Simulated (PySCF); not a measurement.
## Electronic structure of C7H11NS (SMILES CCc1sccc1NC) in real space

Input file:

```
{"job": {"kind": "nmr", "xc": "PBE0", "basis": "pcSseg-1"}, "charge": 0, "multiplicity": 1}
C      2.560488    -0.370180    -0.690813
C      1.862447    -0.296910     0.670026
C      0.646743     0.567000     0.619596
S      0.704027     2.206547     1.186774
C     -0.935104     2.459519     0.744800
C     -1.490891     1.358991     0.183503
C     -0.585141     0.263909     0.097666
N     -0.877762    -0.951943    -0.506296
C     -2.251927    -1.392191    -0.584830
H      3.431960    -1.018902    -0.636340
H      2.883878     0.621923    -0.996968
H      1.880094    -0.756926    -1.446008
H      2.556004     0.106628     1.410003
H      1.584199    -1.307627     0.989957
H     -1.388916     3.413372     0.926304
H     -2.508984     1.325980    -0.158261
H     -0.242027    -1.684100    -0.218801
H     -2.274630    -2.372690    -1.057282
H     -2.816580    -0.700397    -1.209416
H     -2.743025    -1.461325     0.395178
```

Command:

```sh
OMP_NUM_THREADS=1 python probes_run.py task.json out
```

Geometry: GFN2-xTB.

Theory: PBE0/pcSseg-1, SCF density, gas phase, non-relativistic in PySCF.

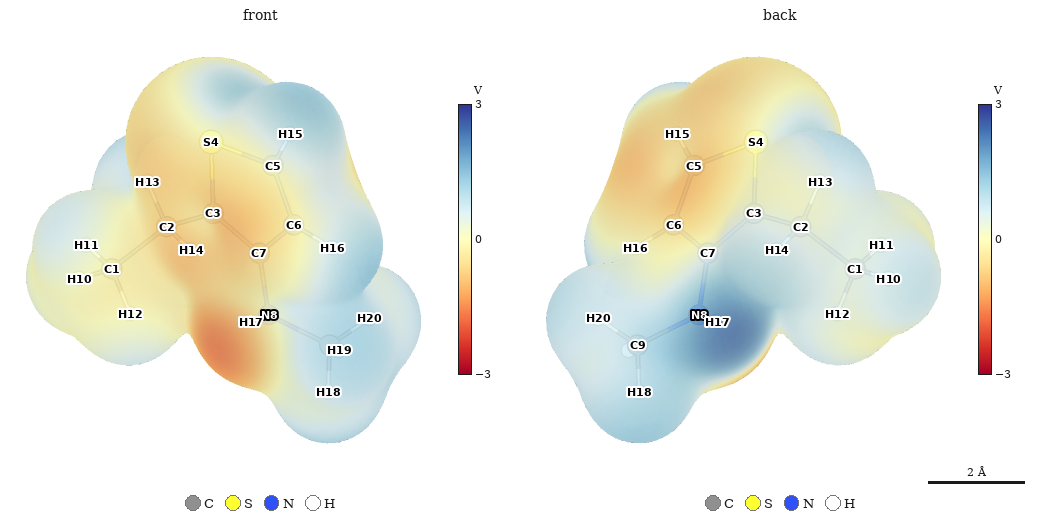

Figure 1. The molecular electrostatic potential painted on the density surface at 0.004 e/bohr³, seen from the front and from behind; the colour scale runs from red (negative) to blue (positive).

Describe the electrostatic potential map.

The most negative region (about −1.5 V) lies over N8, the most positive (about +2.2 V) over H17. N8 is the likeliest acceptor of a hydrogen bond.

How polar is the molecule by this calculation?

Its dipole moment is 1.89 D.

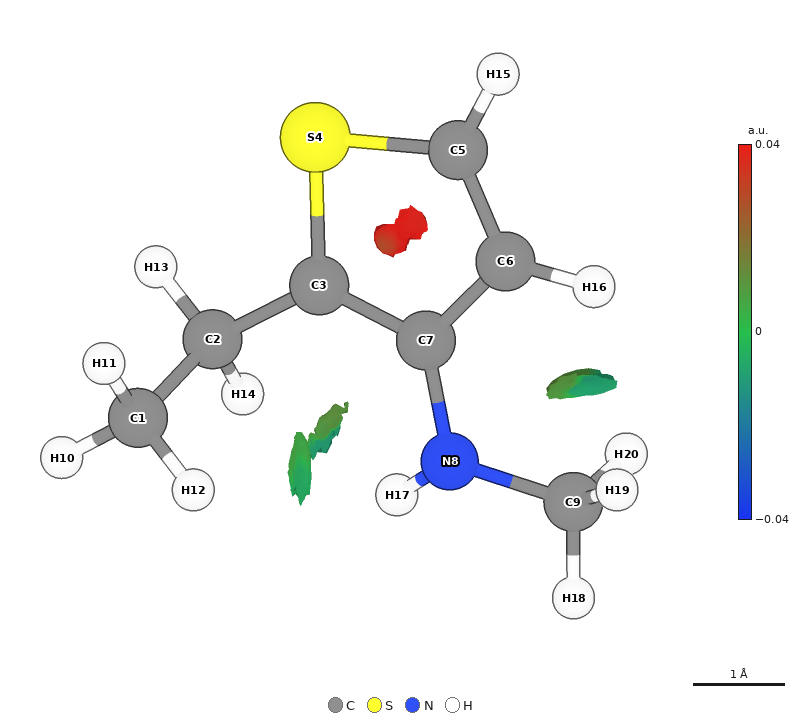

Figure 2. Non-covalent interaction (NCI) plot: the surface where the reduced density gradient is 0.5, for densities under 0.05 a.u., coloured by sign(λ₂)ρ; seen at a tilt.

Which non-covalent interactions does the plot reveal?

- Between H12 and C1 on one side and N8 and H17 on the other: a weak contact (green)
- Near H16, H19 and C9: mostly steric crowding (olive to red)
- Near H17, H14 and C2: mostly steric crowding (olive to red)
- Inside the ring or cage of C3, S4, C5, C6 and C7: steric crowding (red)

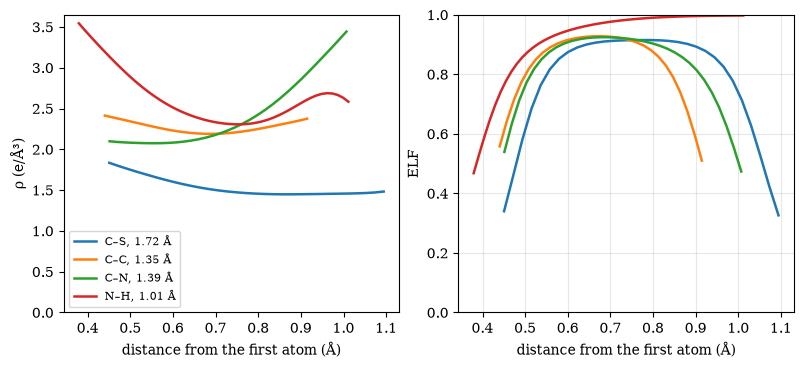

Figure 3. Electron density and electron localisation function along straight lines between neighbouring atoms. The curves leave out the atomic cores.

What can be read from the curves?

C–S (1.72 Å): ρ at the midpoint is about 1.4 e/Å³; the ELF peaks at about 0.90 between the atoms: a covalent bond.
C–C (1.35 Å): the density is about 2.2 e/Å³ at the midpoint; the ELF peaks at about 0.95 between the atoms; localised, covalent bonding.
C–N (1.39 Å): ρ at the midpoint is about 2.2 e/Å³; the ELF peaks at about 0.90 between the atoms (localised, covalent bonding).
N–H (1.01 Å): ρ is about 2.9 e/Å³ halfway; the ELF climbs to about 1 towards the hydrogen, as it does in any bond to H (an ordinary covalent bond to hydrogen).
